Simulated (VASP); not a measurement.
# Cl on Cu(111): binding against coverage, part 2 of 10

Aim: adsorption energy and work function of Cl on Cu(111) from low coverage to a full layer.

VASP 6.6.1, plane waves and PAW; the level of theory is named at each step.

So far. Step 3 (The bulk reference, job self-consistent run, k-mesh …): The run ends at a pressure of 0.95 GPa.

### 4. Relaxing the atoms

This step: PBE; plane waves and PAW (Cl) (VASP 6.6.1).

System of this step: Cl2. The cell holds 2 atoms: 2 Cl. Cell: a = 11.000 Å, b = 11.500 Å, c = 14.000 Å, α = 90.0°, β = 90.0°, γ = 90.0°. Vacuum lies along a, b and c.

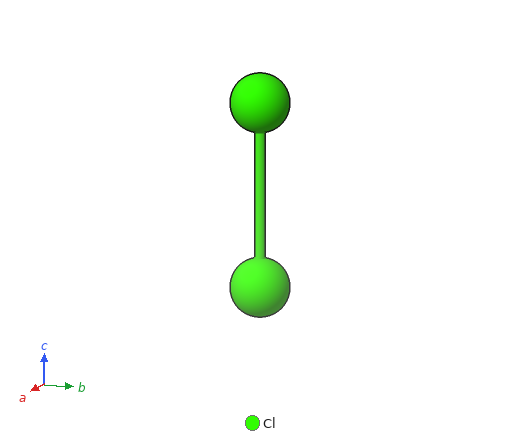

The cell of this step (chlorine green).

The reference for Cl is the Cl2 molecule, relaxed in a box at the cutoff of the large cell.

Contents of INCAR:

```
SYSTEM = Cl
PREC = Normal
ENCUT = 330
EDIFF = 1E-05
NELM = 120
ISMEAR = 0
SIGMA = 0.01
LREAL = .FALSE.
ALGO = Fast
GGA = PE
NBANDS = 13
LORBIT = 11
LWAVE = .FALSE.
LCHARG = .FALSE.
NCORE = 8
IBRION = 2
NSW = 20
ISIF = 2
EDIFFG = -0.03
POTIM = 0.4
MAXMIX = 40
ISYM = 0
```

Contents of POSCAR:

```
Cl
1.0
   11.0000000000      0.0000000000      0.0000000000
    0.0000000000     11.5000000000      0.0000000000
    0.0000000000      0.0000000000     14.0000000000
Cl
2
Direct
    0.5000000000      0.5000000000      0.4289285700
    0.5000000000      0.5000000000      0.5710714300
```

Contents of KPOINTS:

```
Automatic mesh
0
Gamma
1 1 1
0 0 0
```

The projector-augmented-wave data sets are Cl (PBE family, release 64).

Run with:

```console
$ mpirun -np 8 vasp_gam
```

What it wrote:

```text
[banner, memory and clock lines left out]
running    8 mpi-ranks, on    1 nodes
 distrk:  each k-point on    8 cores,    1 groups
 distr:  one band on    8 cores,    1 groups

 POSCAR found type information on POSCAR Cl
 POSCAR found :  1 types and       2 ions
 [... a notice as in an earlier step ...]

 LDA part: xc-table for (Slater+PW92), standard interpolation
 POSCAR, INCAR and KPOINTS ok, starting setup
 FFT: planning ... GRIDC
 FFT: planning ... GRID_SOFT
 FFT: planning ... GRID
 WAVECAR not read
 entering main loop
       N       E                     dE             d eps       ncg     rms          rms(c)
DAV:   1     0.118265856582E+03    0.11827E+03   -0.24669E+03    34   0.400E+02
DAV:   2     0.473579093719E+02   -0.70908E+02   -0.64917E+02    36   0.805E+01
DAV:   3    -0.477072348244E+00   -0.47835E+02   -0.47552E+02    44   0.750E+01
DAV:   4    -0.386158021155E+01   -0.33845E+01   -0.33840E+01    34   0.242E+01
DAV:   5    -0.387054148110E+01   -0.89613E-02   -0.89607E-02    36   0.139E+00    0.110E+01
RMM:   6    -0.365149465772E+01    0.21905E+00   -0.12371E-01    26   0.223E+00    0.673E+00
RMM:   7    -0.356951782600E+01    0.81977E-01   -0.32509E-01    26   0.368E+00    0.420E-01
RMM:   8    -0.356928279802E+01    0.23503E-03   -0.34806E-02    26   0.148E+00    0.139E-01
RMM:   9    -0.356995116518E+01   -0.66837E-03   -0.64223E-03    29   0.533E-01    0.931E-02
RMM:  10    -0.357051037586E+01   -0.55921E-03   -0.59433E-04    27   0.170E-01    0.546E-02
RMM:  11    -0.357129596671E+01   -0.78559E-03   -0.13793E-04    26   0.803E-02    0.180E-02
RMM:  12    -0.357199769556E+01   -0.70173E-03   -0.88249E-05    25   0.524E-02    0.157E-02
RMM:  13    -0.357255636137E+01   -0.55867E-03   -0.88490E-05    24   0.411E-02    0.150E-02
RMM:  14    -0.357291942707E+01   -0.36307E-03   -0.42256E-05    23   0.285E-02    0.659E-03
RMM:  15    -0.357296607810E+01   -0.46651E-04   -0.23628E-05    21   0.194E-02    0.571E-03
RMM:  16    -0.357305863169E+01   -0.92554E-04   -0.80738E-06    19   0.155E-02    0.342E-03
RMM:  17    -0.357306440330E+01   -0.57716E-05   -0.11970E-06    17   0.664E-03
   1 F= -.35730644E+01 E0= -.35730644E+01  d E =-.357306E+01
 curvature:   0.00 expect dE= 0.000E+00 dE for cont linesearch  0.000E+00
 trial: gam= 0.00000 g(F)=  0.257E-03 g(S)=  0.000E+00 ort = 0.000E+00 (trialstep = 0.100E+01)
 search vector abs. value=  0.257E-03
 bond charge predicted
       N       E                     dE             d eps       ncg     rms          rms(c)
DAV:   1    -0.357309347914E+01   -0.34847E-04   -0.21713E-02    31   0.737E-01    0.226E-01
RMM:   2    -0.357310149766E+01   -0.80185E-05   -0.84779E-04    26   0.188E-01    0.865E-02
RMM:   3    -0.357313367330E+01   -0.32176E-04   -0.48719E-04    26   0.113E-01    0.302E-02
RMM:   4    -0.357316048056E+01   -0.26807E-04   -0.11412E-04    26   0.648E-02    0.382E-02
RMM:   5    -0.357314684451E+01    0.13636E-04   -0.23968E-05    21   0.289E-02    0.276E-02
RMM:   6    -0.357315317583E+01   -0.63313E-05   -0.14559E-04    26   0.572E-02    0.257E-02
RMM:   7    -0.357314831178E+01    0.48641E-05   -0.20250E-05    21   0.290E-02
   2 F= -.35731483E+01 E0= -.35731483E+01  d E =-.839085E-04
 trial-energy change:   -0.000084  1 .order   -0.000059   -0.000257    0.000139
 step:   0.6486(harm=  0.6486)  dis= 0.00144  next Energy=    -3.573148 (dE=-0.834E-04)
 bond charge predicted
       N       E                     dE             d eps       ncg     rms          rms(c)
DAV:   1    -0.357316584520E+01   -0.12669E-04   -0.24183E-03    26   0.246E-01    0.791E-02
RMM:   2    -0.357317347893E+01   -0.76337E-05   -0.57279E-05    22   0.577E-02
   3 F= -.35731735E+01 E0= -.35731735E+01  d E =-.109076E-03
 curvature:  -0.32 expect dE=-0.140E-06 dE for cont linesearch -0.139E-06
 trial: gam=-0.03922 g(F)=  0.431E-06 g(S)=  0.000E+00 ort = 0.105E-04 (trialstep = 0.930E+00)
 search vector abs. value=  0.157E-08
 reached required accuracy - stopping structural energy minimisation
```

Elapsed: 3 s, on 8 MPI ranks of Intel Xeon 6975P-C (Granite Rapids), shared host; peak memory 1.2 GiB; 16 s of CPU time.

Parts of OUTCAR (step 4):

```text
 Found      1 irreducible k-points:

   k-points           NKPTS =      1   k-points in BZ     NKDIM =      1   number of bands    NBANDS=     13

   dimension x,y,z NGX =    50 NGY =   54 NGZ =   64
   dimension x,y,z NGXF=   100 NGYF=  108 NGZF=  128

   ENCUT  =  330.0 eV  24.25 Ry    4.92 a.u.  16.29 17.03 20.74*2*pi/ulx,y,z

   NELECT =      14.0000    total number of electrons

 E-fermi :  -7.0333

 k-point     1 :       0.0000    0.0000    0.0000
  band No.  band energies     occupation
    ...
      3     -11.7794      2.00000
      4      -9.7478      2.00000
      5      -9.7478      2.00000
      6      -7.0813      2.00000
      7      -7.0813      2.00000
      8      -4.0568      0.00000
      9      -0.3276      0.00000
     10       0.5473      0.00000
     11       0.5794      0.00000
     12       0.8997      0.00000
    ...

  Total       -0.0417310     -0.0421976     -0.0288644     -0.0000021     -0.0000097     -0.0000077
  in kB       -0.0377529     -0.0381750     -0.0261128     -0.0000019     -0.0000087     -0.0000070
  external PRESSURE =      -0.0340136 kB  Pullay stress =       0.0000000 kB

  energy-cutoff  :      330.00
  volume of cell :     1771.00
      direct lattice vectors                 reciprocal lattice vectors
    11.000000000  0.000000000  0.000000000     0.090909091  0.000000000  0.000000000
     0.000000000 11.500000000  0.000000000     0.000000000  0.086956522  0.000000000
     0.000000000  0.000000000 14.000000000     0.000000000  0.000000000  0.071428571

 POSITION                                       TOTAL-FORCE (eV/Angst)
 -----------------------------------------------------------------------------------
      5.50000      5.75000      6.00355         0.000035      0.000094     -0.002360
      5.50000      5.75000      7.99645        -0.000035     -0.000094      0.002360
 -----------------------------------------------------------------------------------
    total drift:                               -0.000101     -0.000127      0.000046

  FREE ENERGIE OF THE ION-ELECTRON SYSTEM (eV)
  ---------------------------------------------------
  free  energy   TOTEN  =        -3.5731734789 eV

  energy  without entropy=       -3.5731734789  energy(sigma->0) =       -3.57317348

 total charge
# of ion       s       p       d       tot
------------------------------------------
    1        1.614   3.389   0.000   5.004
    2        1.614   3.389   0.000   5.004
--------------------------------------------------
tot          3.229   6.779   0.000  10.008

[... 1 part as in an earlier step ...]

[... 3 further parts left out ...]
```

CONTCAR:

```
Cl
   1.00000000000000
    11.0000000000000000    0.0000000000000000    0.0000000000000000
     0.0000000000000000   11.5000000000000000    0.0000000000000000
     0.0000000000000000    0.0000000000000000   14.0000000000000000
  Cl
     2
Direct
     0.5000000313492733    0.5000001212054987    0.4288253570799670
     0.4999999686507267    0.4999998787945013    0.5711746429200331
```

No atom moved by 0.005 Å in the relaxation.

Numbers from this step:

```
electronic cycles                                     : 26
electrons                                             : 14
free energy (TOTEN)                                   : -3.573 eV
gap between the highest filled and lowest empty level : 3.024 eV
```

The run ended after 3 ionic steps, 0.000 eV below its first step, once the forces on the free atoms met EDIFFG = -0.03.

Energy at zero smearing: -3.57317 eV.

### 5. Surface relaxation, cell 1 x 1, k-mesh 12×12×1

This step: PBE; plane waves and PAW (Cu) (VASP 6.6.1).

System of this step: Cu(111). The cell holds 4 atoms: 4 Cu. Its edges and angles: a = 2.566 Å, b = 2.566 Å, c = 21.284 Å, α = 90.0°, β = 90.0°, γ = 60.0°. It derives from Cu. 4 layers of fcc Cu, cut at this functional's lattice. Vacuum lies along c.

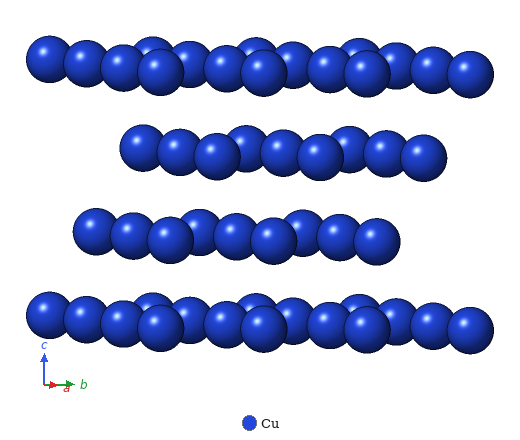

The cell of this step (copper blue). 3×3×1 cells are drawn. Some periodic images of atoms are drawn too.

The free atoms relax, while those held by selective dynamics keep their cut positions.

Contents of INCAR:

```
SYSTEM = Cu
PREC = Normal
ENCUT = 330
EDIFF = 1E-05
NELM = 120
ISMEAR = 1
SIGMA = 0.15
LREAL = .FALSE.
ALGO = Fast
GGA = PE
NBANDS = 28
LASPH = .TRUE.
LORBIT = 11
LWAVE = .FALSE.
LCHARG = .FALSE.
KPAR = 8
IBRION = 2
NSW = 30
ISIF = 2
EDIFFG = -0.03
POTIM = 0.4
MAXMIX = 40
IDIPOL = 3
LDIPOL = .TRUE.
DIPOL = 0.5 0.5 0.5
```

Contents of POSCAR:

```
Cu
1.0
    2.5656253229      0.0000000000      0.0000000000
    1.2828126614      2.2218967062      0.0000000000
    0.0000000000      0.0000000000     21.2844729122
Cu
4
Selective dynamics
Direct
    0.0000000000      0.0000000000      0.3523695400  F F F
    0.3333333300      0.3333333300      0.4507898500  F F F
    0.6666666700      0.6666666700      0.5492101500  T T T
    0.0000000000      0.0000000000      0.6476304600  T T T
```

Contents of KPOINTS:

```
Automatic mesh
0
Gamma
12 12 1
0 0 0
```

The projector-augmented-wave data sets are Cu (PBE family, release 64).

Run with:

```console
$ mpirun -np 8 vasp_std
```

What it wrote:

```text
[banner, memory and clock lines left out]
running    8 mpi-ranks, on    1 nodes
 distrk:  each k-point on    1 cores,    8 groups
 distr:  one band on    1 cores,    1 groups

 POSCAR found type information on POSCAR Cu
 POSCAR found :  1 types and       4 ions
 [... a notice as in an earlier step ...]

 LDA part: xc-table for (Slater+PW92), standard interpolation
 POSCAR, INCAR and KPOINTS ok, starting setup
 FFT: planning ... GRIDC
 FFT: planning ... GRID_SOFT
 FFT: planning ... GRID
 WAVECAR not read
 entering main loop
       N       E                     dE             d eps       ncg     rms          rms(c)
DAV:   1     0.319776884603E+03    0.31978E+03   -0.15400E+04  1064   0.147E+03
DAV:   2     0.473352568922E+01   -0.31504E+03   -0.30532E+03  1068   0.339E+02
DAV:   3    -0.166247039886E+02   -0.21358E+02   -0.20328E+02  1132   0.137E+02
DAV:   4    -0.172246662037E+02   -0.59996E+00   -0.59802E+00  1200   0.273E+01
DAV:   5    -0.172399475928E+02   -0.15281E-01   -0.15280E-01  1248   0.340E+00    0.148E+01
RMM:   6    -0.155387532376E+02    0.17012E+01   -0.36162E+01  1070   0.915E+01    0.862E+00
RMM:   7    -0.140214793270E+02    0.15173E+01   -0.77645E+00  1066   0.460E+01    0.117E+00
RMM:   8    -0.140222846899E+02   -0.80536E-03   -0.39611E-01  1079   0.539E+00    0.767E-01
RMM:   9    -0.140248130512E+02   -0.25284E-02   -0.93169E-02  1084   0.329E+00    0.248E-01
RMM:  10    -0.140244370567E+02    0.37599E-03   -0.27435E-02  1231   0.147E+00    0.193E-01
RMM:  11    -0.140237936946E+02    0.64336E-03   -0.45482E-03  1151   0.604E-01    0.155E-01
RMM:  12    -0.140236129450E+02    0.18075E-03   -0.12220E-03  1128   0.346E-01    0.134E-01
RMM:  13    -0.140229075096E+02    0.70544E-03   -0.94303E-04  1078   0.328E-01    0.412E-02
RMM:  14    -0.140228627131E+02    0.44797E-04   -0.28740E-04  1081   0.197E-01    0.263E-02
RMM:  15    -0.140228931059E+02   -0.30393E-04   -0.11912E-04  1029   0.109E-01    0.185E-02
RMM:  16    -0.140230432400E+02   -0.15013E-03   -0.10954E-04  1024   0.938E-02    0.143E-02
RMM:  17    -0.140230999672E+02   -0.56727E-04   -0.31497E-05   745   0.537E-02    0.971E-03
RMM:  18    -0.140231723779E+02   -0.72411E-04   -0.21801E-05   679   0.426E-02    0.699E-03
RMM:  19    -0.140231858318E+02   -0.13454E-04   -0.11767E-05   647   0.416E-02    0.372E-03
RMM:  20    -0.140231980897E+02   -0.12258E-04   -0.44373E-06   626   0.174E-02    0.209E-03
RMM:  21    -0.140232021663E+02   -0.40766E-05   -0.11847E-06   615   0.109E-02
   1 F= -.14023202E+02 E0= -.14021547E+02  d E =-.140232E+02
 curvature:   0.00 expect dE= 0.000E+00 dE for cont linesearch  0.000E+00
 trial: gam= 0.00000 g(F)=  0.363E-03 g(S)=  0.000E+00 ort = 0.000E+00 (trialstep = 0.100E+01)
 search vector abs. value=  0.363E-03
 bond charge predicted
       N       E                     dE             d eps       ncg     rms          rms(c)
DAV:   1    -0.140234628209E+02   -0.26473E-03   -0.80043E-02  1200   0.170E+00    0.176E-02
RMM:   2    -0.140235337394E+02   -0.70919E-04   -0.74747E-04  1064   0.368E-01    0.131E-02
RMM:   3    -0.140235642011E+02   -0.30462E-04   -0.28243E-04  1071   0.157E-01    0.120E-02
RMM:   4    -0.140235662121E+02   -0.20111E-05   -0.44646E-05   817   0.894E-02
   2 F= -.14023566E+02 E0= -.14021933E+02  d E =-.364046E-03
[...]
3 F= -.14024247E+02 E0= -.14022669E+02  d E =-.104526E-02
[...]
4 F= -.14025063E+02 E0= -.14023601E+02  d E =-.186078E-02
[...]
5 F= -.14025140E+02 E0= -.14023734E+02  d E =-.193787E-02
[...]
6 F= -.14025657E+02 E0= -.14024223E+02  d E =-.517127E-03
 trial-energy change:   -0.000517  1 .order   -0.000446   -0.000539   -0.000354
 step:   4.0070(harm=  4.0070)  dis= 0.00000  next Energy=   -14.025926 (dE=-0.786E-03)
 bond charge predicted
       N       E                     dE             d eps       ncg     rms          rms(c)
DAV:   1    -0.140247812001E+02    0.87627E-03   -0.10414E+00  1100   0.631E+00    0.835E-02
RMM:   2    -0.140262693257E+02   -0.14881E-02   -0.11596E-02  1069   0.141E+00    0.202E-01
RMM:   3    -0.140274447085E+02   -0.11754E-02   -0.67591E-03  1233   0.700E-01    0.293E-01
RMM:   4    -0.140269149372E+02    0.52977E-03   -0.54447E-04  1102   0.254E-01    0.239E-01
RMM:   5    -0.140269465392E+02   -0.31602E-04   -0.22336E-04   951   0.120E-01    0.240E-01
RMM:   6    -0.140268257970E+02    0.12074E-03   -0.37447E-05   769   0.755E-02    0.226E-01
RMM:   7    -0.140266087424E+02    0.21705E-03   -0.70482E-05   977   0.736E-02    0.191E-01
RMM:   8    -0.140264335634E+02    0.17518E-03   -0.12364E-04  1093   0.891E-02    0.154E-01
RMM:   9    -0.140263695282E+02    0.64035E-04   -0.39570E-05   811   0.647E-02    0.139E-01
RMM:  10    -0.140264601741E+02   -0.90646E-04   -0.73795E-06   605   0.382E-02    0.151E-01
RMM:  11    -0.140264850140E+02   -0.24840E-04   -0.23013E-06   580   0.114E-02    0.154E-01
RMM:  12    -0.140264193313E+02    0.65683E-04   -0.84176E-06   610   0.304E-02    0.140E-01
RMM:  13    -0.140264378622E+02   -0.18531E-04   -0.24024E-06   592   0.221E-02    0.145E-01
RMM:  14    -0.140263193982E+02    0.11846E-03   -0.40596E-05   797   0.568E-02    0.124E-01
RMM:  15    -0.140262605340E+02    0.58864E-04   -0.39489E-05   763   0.596E-02    0.121E-01
RMM:  16    -0.140260303700E+02    0.23016E-03   -0.53729E-04  1705   0.167E-01    0.487E-02
RMM:  17    -0.140260147017E+02    0.15668E-04   -0.15211E-05   668   0.389E-02    0.365E-02
RMM:  18    -0.140260064889E+02    0.82128E-05   -0.24852E-05   683   0.387E-02
   7 F= -.14026006E+02 E0= -.14024686E+02  d E =-.866449E-03
 curvature:  -3.51 expect dE=-0.199E-04 dE for cont linesearch -0.198E-04
 trial: gam=-0.08108 g(F)=  0.565E-05 g(S)=  0.000E+00 ort = 0.623E-04 (trialstep = 0.190E+01)
 search vector abs. value=  0.753E-07
 reached required accuracy - stopping structural energy minimisation
```

The job ended after 14 s (8 MPI ranks; peak memory 1.3 GiB).

From OUTCAR (step 5):

```text
   k-points           NKPTS =     19   k-points in BZ     NKDIM =     19   number of bands    NBANDS=     28

   ENCUT  =  330.0 eV  24.25 Ry    4.92 a.u.   3.80  3.80 31.53*2*pi/ulx,y,z

   NELECT =      44.0000    total number of electrons

 dipolmoment           0.000000      0.000000     -0.000529 electrons x Angstroem

 E-fermi :   0.0450

 k-point     1 :       0.0000    0.0000    0.0000
  band No.  band energies     occupation
    ...
     21      -1.6139      2.00000
     22      -1.4660      2.00000
     23      -1.4660      2.00000
     24      -1.0685      2.00000
     25      -0.0545      1.89265
     26       4.3524      0.00000
     27       4.4236      0.00000
     28       5.7192      0.00000

  Total       -0.9162855     -0.9162855     -0.2822811      0.0000000      0.0000000      0.0000000
  in kB      -12.0993327    -12.0993327     -3.7274542      0.0000000      0.0000000      0.0000000
  external PRESSURE =      -9.3087066 kB  Pullay stress =       0.0000000 kB

 POSITION                                       TOTAL-FORCE (eV/Angst)
 -----------------------------------------------------------------------------------
      0.00000      0.00000      7.50000        -0.000000      0.000000      0.091977
      1.28281      0.74063      9.59482        -0.000000     -0.000000     -0.075067
      2.56563      1.48126     11.66565         0.000000      0.000000     -0.009781
      0.00000      0.00000     13.74014         0.000000      0.000000     -0.007129
 -----------------------------------------------------------------------------------
    total drift:                               -0.000006     -0.000003      0.006877

  FREE ENERGIE OF THE ION-ELECTRON SYSTEM (eV)
  ---------------------------------------------------
  free  energy   TOTEN  =       -14.0260064889 eV

  energy  without entropy=      -14.0220450547  energy(sigma->0) =      -14.02468601

 vacuum level on the upper side and lower side of the slab         4.375         4.387

[... 1 part as in an earlier step ...]

[... 15 further parts left out ...]
```

The run keeps the 6 symmetry operations of its start, so it cannot find a distortion of lower symmetry.

Step by step:

```tsv
step	energy less that of the first step (eV)	largest force (eV/Å)
1	0.0000	0.0950
2	-0.0004	0.0615
3	-0.0010	0.0585
4	-0.0019	0.0828
5	-0.0019	0.0953
6	-0.0025	0.0622
7	-0.0028	0.0098
```

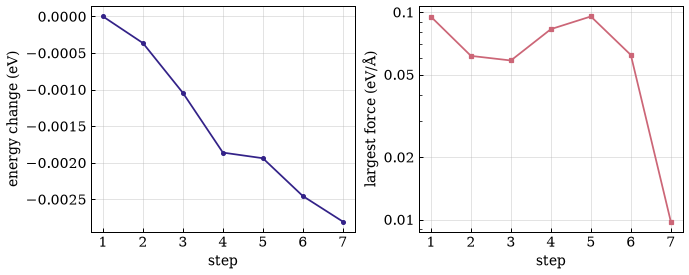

Energy and largest force along the relaxation.

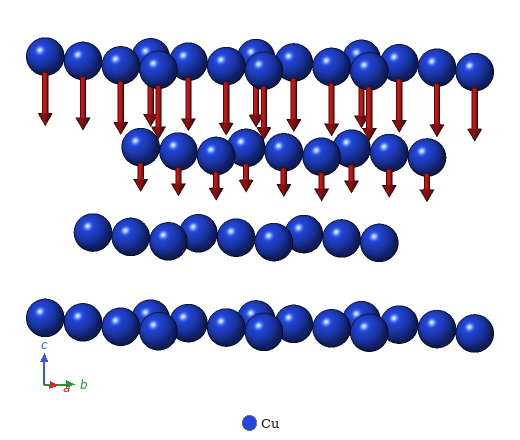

Displacements in the relaxation, exaggerated; the longest in the cell stands for 0.04 Å. 3×3×1 cells are drawn. Some periodic images of atoms are drawn too.

The atoms that moved most (Å):

```tsv
atom	dx	dy	dz	length
Cu4	0.000	0.000	-0.044	0.044
Cu3	0.000	0.000	-0.024	0.024
```

The relaxed structure:

```
Cu
1.0
     2.56563    0.00000    0.00000
     1.28281    2.22190    0.00000
     0.00000    0.00000   21.28447
Cu
4
Direct
  0.00000 0.00000 0.35237
  0.33333 0.33333 0.45079
  0.66667 0.66667 0.54808
  0.00000 0.00000 0.64555
```

Numbers from this step:

```yaml
electronic_cycles: 70
electrons: 44
free_energy_toten: -14.03 eV
energy_at_zero_smearing: -14.02 eV
fermi_energy: 0.045 eV
dipole_moment: 0, 0, -5.29e-4 e·Å
```

The run ended after 7 ionic steps, 0.003 eV below its first step, once the forces on the free atoms met EDIFFG = -0.03.

(Continued in part 3 of 10.)

[Lines on the potential files, build, host, timing and source positions are cut from VASP's logs without a mark.]

[Logs are printed without paths, hosts, clocks, repeated set-up lines and the standing remarks that a program may print on its own settings, such as how far it seeks lower states.]

[Hosts, paths, dates, database ids (printed as entryN), source tags and the programs' standing remarks are cut or masked in the printed files.]

[Runs that stopped without an error message from VASP are left out.]
